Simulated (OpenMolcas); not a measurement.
Run report: S2O, geometry relaxation (part 3 of 3)

Continued. System: S2O (Disulfur monoxide), SMILES O=S=S. Method: CASSCF/6-31G** (OpenMolcas 26.06). The geometry comes from this level: PBE0-D4/def2-TZVP.

Geometry of the input (Å):
```
O  0.4516  1.2040  0.4932
S  0.5291  -0.2055  0.1489
S  -0.9807  -0.9985  -0.6421
```

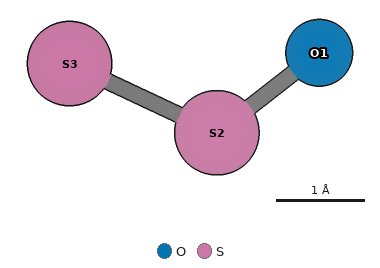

Fig. 1: The geometry at step 2 of the log (ball-and-stick view, seen on its broad side; atoms are numbered from 1 in the order of the input).

Log, continued:
```
       +----------------------------------+----------------------------------+
       +    Cartesian Displacements       +    Gradient in internals         +
       +  Value      Threshold Converged? +  Value      Threshold Converged? +
 +-----+----------------------------------+----------------------------------+
 + RMS + 1.8037E-03  1.2000E-03     No    + 6.4601E-04  3.0000E-04     No    +
 +-----+----------------------------------+----------------------------------+
 + Max + 2.0424E-03  1.8000E-03     No    + 1.5561E-03  4.5000E-04     No    +
 +-----+----------------------------------+----------------------------------+

 Convergence not reached yet!

*****************************************************************************************************************
*****************************************************************************************************************

++ Geometry section

********************************************************************************
  Geometrical information of the new structure
********************************************************************************

 *********************************************************
 * Nuclear coordinates for the next iteration / bohr     *
 *********************************************************
  ATOM              X               Y               Z
  O1               0.846099        2.307707        0.937735
  S2               1.011598       -0.423675        0.276586
  S3              -1.857678       -1.884032       -1.214320

 *********************************************************
 * Nuclear coordinates for the next iteration / angstrom *
 *********************************************************
  ATOM              X               Y               Z
  O1               0.447736        1.221186        0.496228
  S2               0.535315       -0.224199        0.146363
  S3              -0.983041       -0.996987       -0.642591

--
--- Stop Module: slapaf /rc=_RC_CONTINUE_LOOP_ ---

>>> END DO

--- Start Module: seward ---
--- Stop Module: seward /rc=_RC_ALL_IS_WELL_ ---

--- Start Module: rasscf ---
--- Stop Module: rasscf /rc=_RC_ALL_IS_WELL_ ---
--- Module rasscf spent 1 second ---

--- Start Module: slapaf ---
--- Stop Module: slapaf /rc=_RC_INVOKED_OTHER_MODULE_ ---

--- Start Module: alaska ---
--- Stop Module: alaska /rc=_RC_ALL_IS_WELL_ ---

--- Start Module: slapaf ---

**********************************************************************************************************************
*                                    Energy Statistics for Geometry Optimization                                     *
**********************************************************************************************************************
                       Energy     Grad      Grad              Step                 Estimated   Geom       Hessian
Iter      Energy       Change     Norm      Max    Element    Max     Element     Final Energy Update Update   Index
  1   -869.87545795  0.00000000 0.052820 -0.027285 nrc001  -0.026953  nrc001     -869.87611182 RS-RFO  None      0
  2   -869.87640646 -0.00094851 0.024521  0.012668 nrc002   0.025684  nrc002     -869.87669588 RS-RFO  BFGS      0
  3   -869.87669770 -0.00029124 0.001119  0.001556 nrc003   0.001876  nrc003     -869.87669921 RS-RFO  BFGS      0
  4   -869.87670003 -0.00000233 0.000698  0.000846 nrc003   0.002628  nrc003     -869.87670122 RS-RFO  BFGS      0

       +----------------------------------+----------------------------------+
       +    Cartesian Displacements       +    Gradient in internals         +
       +  Value      Threshold Converged? +  Value      Threshold Converged? +
 +-----+----------------------------------+----------------------------------+
 + RMS + 2.5465E-03  1.2000E-03     No    + 4.0322E-04  3.0000E-04     No    +
 +-----+----------------------------------+----------------------------------+
 + Max + 2.8385E-03  1.8000E-03     No    + 8.4583E-04  4.5000E-04     No    +
 +-----+----------------------------------+----------------------------------+

 Convergence not reached yet!

*****************************************************************************************************************
*****************************************************************************************************************

++ Geometry section

********************************************************************************
  Geometrical information of the new structure
********************************************************************************

 *********************************************************
 * Nuclear coordinates for the next iteration / bohr     *
 *********************************************************
  ATOM              X               Y               Z
  O1               0.848299        2.309039        0.938934
  S2               1.010057       -0.422501        0.276305
  S3              -1.858337       -1.886539       -1.215239

 *********************************************************
 * Nuclear coordinates for the next iteration / angstrom *
 *********************************************************
  ATOM              X               Y               Z
  O1               0.448901        1.221891        0.496863
  S2               0.534499       -0.223578        0.146214
  S3              -0.983390       -0.998313       -0.643077

--
--- Stop Module: slapaf /rc=_RC_CONTINUE_LOOP_ ---

>>> END DO

--- Start Module: seward ---
--- Stop Module: seward /rc=_RC_ALL_IS_WELL_ ---

--- Start Module: rasscf ---
--- Stop Module: rasscf /rc=_RC_ALL_IS_WELL_ ---
--- Module rasscf spent 1 second ---

--- Start Module: slapaf ---
--- Stop Module: slapaf /rc=_RC_INVOKED_OTHER_MODULE_ ---

--- Start Module: alaska ---
--- Stop Module: alaska /rc=_RC_ALL_IS_WELL_ ---

--- Start Module: slapaf ---

**********************************************************************************************************************
*                                    Energy Statistics for Geometry Optimization                                     *
**********************************************************************************************************************
                       Energy     Grad      Grad              Step                 Estimated   Geom       Hessian
Iter      Energy       Change     Norm      Max    Element    Max     Element     Final Energy Update Update   Index
  1   -869.87545795  0.00000000 0.052820 -0.027285 nrc001  -0.026953  nrc001     -869.87611182 RS-RFO  None      0
  2   -869.87640646 -0.00094851 0.024521  0.012668 nrc002   0.025684  nrc002     -869.87669588 RS-RFO  BFGS      0
  3   -869.87669770 -0.00029124 0.001119  0.001556 nrc003   0.001876  nrc003     -869.87669921 RS-RFO  BFGS      0
  4   -869.87670003 -0.00000233 0.000698  0.000846 nrc003   0.002628  nrc003     -869.87670122 RS-RFO  BFGS      0
  5   -869.87670097 -0.00000094 0.000203 -0.000218 nrc003  -0.000541  nrc003     -869.87670104 RS-RFO  BFGS      0

       +----------------------------------+----------------------------------+
       +    Cartesian Displacements       +    Gradient in internals         +
       +  Value      Threshold Converged? +  Value      Threshold Converged? +
 +-----+----------------------------------+----------------------------------+
 + RMS + 5.1090E-04  1.2000E-03     Yes   + 1.1719E-04  3.0000E-04     Yes   +
 +-----+----------------------------------+----------------------------------+
 + Max + 5.5783E-04  1.8000E-03     Yes   + 2.1833E-04  4.5000E-04     Yes   +
 +-----+----------------------------------+----------------------------------+

 Geometry is converged in   5 iterations to a Minimum Structure

*****************************************************************************************************************
*****************************************************************************************************************

++ Geometry section

********************************************************************************
  Geometrical information of the final structure
********************************************************************************

  NOTE: on convergence the final predicted structure will be printed here.
  This is not identical to the structure printed in the head of the output.

 *********************************************************
 * Nuclear coordinates of the final structure / bohr     *
 *********************************************************
  ATOM              X               Y               Z
  O1               0.847847        2.308812        0.938700
  S2               1.010478       -0.422734        0.276405
  S3              -1.858305       -1.886079       -1.215105

 *********************************************************
 * Nuclear coordinates of the final structure / angstrom *
 *********************************************************
  ATOM              X               Y               Z
  O1               0.448661        1.221771        0.496739
  S2               0.534722       -0.223701        0.146267
  S3              -0.983373       -0.998070       -0.643006

                    ***************************************
                    *    InterNuclear Distances / bohr    *
                    ***************************************

               1 O1            2 S2            3 S3
    1 O1       0.000000
    2 S2       2.815391        0.000000
    3 S3       5.436842        3.549070        0.000000

                    *******************************************
                    *    InterNuclear Distances / angstrom    *
                    *******************************************

               1 O1            2 S2            3 S3
    1 O1       0.000000
    2 S2       1.489841        0.000000
    3 S3       2.877053        1.878087        0.000000
--
--- Stop Module: slapaf /rc=_RC_INVOKED_OTHER_MODULE_ ---

--- Start Module: last_energy ---

                                            &LAST_ENERGY

                       available to each process: 1.9 GB of memory, 1 thread

    Geometry read from RUNFILE

               SEWARD will generate:
                  Multipole Moment integrals up to order  2
                  Kinetic Energy integrals
                  Nuclear Attraction integrals (point charge)
                  One-Electron Hamiltonian integrals
                  Velocity integrals
                  Orbital angular momentum around ( -0.1706  -0.4548  -0.1863 )
                  Velocity quadrupole around ( -0.1694  -0.4615  -0.1876 )
                  RI decomposed two-electron repulsion integrals stored Cholesky style
                   - acCD auxiliary basis
                   - CD Threshold:   1.00E-04

                   Integrals are discarded if absolute value <: 1.00E-14
                   Integral cutoff threshold is set to       <: 1.00E-16

            Nuclear Potential Energy            141.13903622 au

      Basis set specifications :
      Symmetry species         a
      Basis functions           53

      Header of the ONEINT file:
      --------------------------

      OrdInt status: non-squared

      Cartesian coordinates in angstrom:
      -----------------------------------------------------
      No.  Label        X            Y            Z
      -----------------------------------------------------
       1   O1         0.44866124   1.22177089   0.49673868
       2   S2         0.53472167  -0.22370097   0.14626703
       3   S3        -0.98337291  -0.99806992  -0.64300572
      -----------------------------------------------------
      Nuclear repulsion energy =  141.13903622

++    Wave function specifications:
      -----------------------------

      Number of closed shell electrons          36
      Number of electrons in active shells       4
      Max number of holes in RAS1 space          0
      Max nr of electrons in RAS3 space          0
      Number of inactive orbitals               18
      Number of active orbitals                  4
      Number of secondary orbitals              31
      Spin quantum number                      0.0
      State symmetry                             1
--

++    Orbital specifications:
      -----------------------

      Symmetry species                           1
                                                 a
      Frozen orbitals                            0
      Inactive orbitals                         18
      Active orbitals                            4
      RAS1 orbitals                              0
      RAS2 orbitals                              4
      RAS3 orbitals                              0
      Secondary orbitals                        31
      Deleted orbitals                           0
      Number of basis functions                 53
--

++    CI expansion specifications:
      ----------------------------

      Number of CSFs                            20
      Number of spin combinations               21
      Number of determinants                    36
      Number of root(s) required                 1
      Root chosen for geometry opt.              1
      CI root used                               1

      highest root included in the CI            1
      max. size of the explicit Hamiltonian     20
--

++    Optimization specifications:
      ----------------------------

      RASSCF algorithm: LK RI/DF
      Maximum number of macro iterations       200
      Maximum number of SX iterations          100
      Threshold for RASSCF energy            1.000E-08
      Threshold for max MO rotation          1.000E-01
      Threshold for max BLB element          1.000E-04
      Level shift parameter                  5.000E-01
      Make Quasi-Newton update
--
      Starting CI array(s) will be read from file

      File JOBOLD not found -- use JOBIPH.
      The MO-coefficients are taken from the file:
      JOBIPH
      Title:(No title given)

      Total molecular charge    0.00

      ************************************************************************************************************************
      *                                            Wave function control section                                             *
      ************************************************************************************************************************

                                         RASSCF iterations: Energy and convergence statistics
                                         ----------------------------------------------------

          iter iter root      energy       change     param      element    value   shift minimum  type update hh:mm:ss
 Nr of preliminary CI iterations:   1
        1   1    7    1  -869.87670094    0.00E+00  -1.02E-04   15  22 1  1.68E-04*  0.01   0.00    SX    NO    0:00:00
        2   1    6    1  -869.87670103   -8.48E-08* -4.97E-05   15  22 1  6.57E-05   0.01   0.00    SX    NO    0:00:00
        3   1    6    1  -869.87670104   -1.21E-08* -5.34E-05   15  22 1  2.68E-05   0.01   0.00    SX    NO    0:00:00
        4   1    5    1  -869.87670104   -3.15E-09  -3.99E-05   15  22 1  1.41E-05   0.01   0.00    SX    NO    0:00:00
      Convergence after  4 iterations
        5   1    5    1  -869.87670104   -1.22E-09  -3.99E-05   18  23 1  7.67E-06   0.01   0.00    SX    NO    0:00:00

      ************************************************************************************************************************
                                                      Wave function printout:
                       occupation of active orbitals, and spin coupling of open shells (u,d: Spin up or down)
      ************************************************************************************************************************

      Note: transformation to natural orbitals
      has been made, which may change the order of the CSFs.

      printout of CI-coefficients larger than  0.05 for root  1
      energy=    -869.876701
      conf/sym  1111     Coeff  Weight
             1  2200   0.97177 0.94434
             8  2002  -0.08043 0.00647
            10  udud   0.09147 0.00837
            12  0220  -0.17871 0.03194
            15  uudd  -0.08643 0.00747

      Natural orbitals and occupation numbers for root  1
      sym 1:   1.917738   1.969052   0.082047   0.031163

      ************************************************************************************************************************
      *                                                    Final results                                                     *
      ************************************************************************************************************************

++    Final optimization conditions:
      ------------------------------

      Average CI energy                            -869.87670104
      RASSCF energy for state  1                   -869.87670104
      Super-CI energy                                -0.00000000
      RASSCF energy change                           -0.00000000
      Max change in MO coefficients               3.566E-05
      Max non-diagonal density matrix element    -3.986E-05
      Maximum BLB matrix element                  7.674E-06
      (orbital pair  18,  23 in symmetry   1)
      Norm of electronic gradient            1.593E-05
--

      Final state energy(ies):
      ------------------------

::    RASSCF root number  1 Total energy:   -869.87670104
      Von Neumann Entropy (Root   1) =  0.36282

      Mulliken population analysis for root number:  1
      -----------------------------------------------

++    Molecular charges:
      ------------------

      Mulliken charges per centre
      ---------------------------

                O1      S2      S3
      Total    8.4414 15.3140 16.2446

      N-E     -0.4414  0.6860 -0.2446

      Total electronic charge=   40.000000

      Total            charge=   -0.000000
--

      Expectation values of various properties for root number:  1
      -----------------------------------------------------------

++    Molecular properties:
      ---------------------

      Charge (e):
                      =   -0.0000
      Dipole Moment (debye):
      Origin of the operator (angstrom)=   -0.0897   -0.2442   -0.0993
                   X=  1.3276E+00               Y= -9.0388E-01               Z=  2.7068E-01           Total=  1.6287E+00
      Quadrupole Moment (debye*angstrom):
      Origin of the operator (angstrom)=   -0.0897   -0.2442   -0.0993
                  XX= -3.0915E+01              XY= -5.0787E-01              XZ= -6.8697E-01              YY= -3.4423E+01
                  YZ= -1.5072E+00              ZZ= -3.0144E+01
      In traceless form (debye*angstrom)
                  XX=  1.3681E+00              XY= -7.6181E-01              XZ= -1.0305E+00              YY= -3.8939E+00
                  YZ= -2.2608E+00              ZZ=  2.5258E+00
--

      Average orbitals are written to the RASORB file
      Natural orbitals for root   1 are written to the RASORB.1 file
      Spin density orbitals for root   1 are written to the SPDORB.1 file

--- Stop Module: last_energy /rc=_RC_ALL_IS_WELL_ ---
--- Module last_energy spent 1 second ---

>>> END DO

.##################.
.# Happy landing! #.
.##################.

    Timing: Wall=22.98 User=19.29 System=3.12
```

Trajectory as extended XYZ (Å, eV, eV/Å), 5 frames, from step=0 to step=4:
```
3
Properties=species:S:1:pos:R:3:forces:R:3 step=0 energy=-23670.51707
O     0.4516    1.2040    0.4932   -0.1415   1.8364   0.4329
S     0.5291   -0.2055    0.1489    0.1124  -1.8896  -0.4582
S    -0.9807   -0.9985   -0.6421    0.0292   0.0531   0.0253
3
Properties=species:S:1:pos:R:3:forces:R:3 step=1 energy=-23670.54288
O     0.4489    1.2122    0.4943   -0.0530   0.8634   0.2087
S     0.5329   -0.2154    0.1478    0.0508  -0.8667  -0.2104
S    -0.9817   -0.9969   -0.6421    0.0022   0.0033   0.0017
3
Properties=species:S:1:pos:R:3:forces:R:3 step=2 energy=-23670.55081
O     0.4469    1.2207    0.4958    0.0223   0.0225   0.0145
S     0.5359   -0.2246    0.1465    0.0002   0.0114   0.0031
S    -0.9828   -0.9961   -0.6423   -0.0224  -0.0338  -0.0176
3
Properties=species:S:1:pos:R:3:forces:R:3 step=3 energy=-23670.55087
O     0.4477    1.2212    0.4962    0.0117   0.0109   0.0074
S     0.5353   -0.2242    0.1464    0.0048   0.0097   0.0044
S    -0.9830   -0.9970   -0.6426   -0.0165  -0.0207  -0.0118
3
Properties=species:S:1:pos:R:3:forces:R:3 step=4 energy=-23670.55090
O     0.4489    1.2219    0.4969   -0.0039  -0.0018  -0.0020
S     0.5345   -0.2236    0.1462    0.0077   0.0002   0.0030
S    -0.9834   -0.9983   -0.6431   -0.0038   0.0016  -0.0010
```

Summary:

- outcome: converged
- total energy: −869.876701 hartree
- CASSCF energy: −869.876701 hartree
- basis functions: 53
- hardware: 1 thread of Arm Neoverse N1, 24 GiB of memory available, shared host
- wall time: 24 s
- peak memory: 0.085 GiB
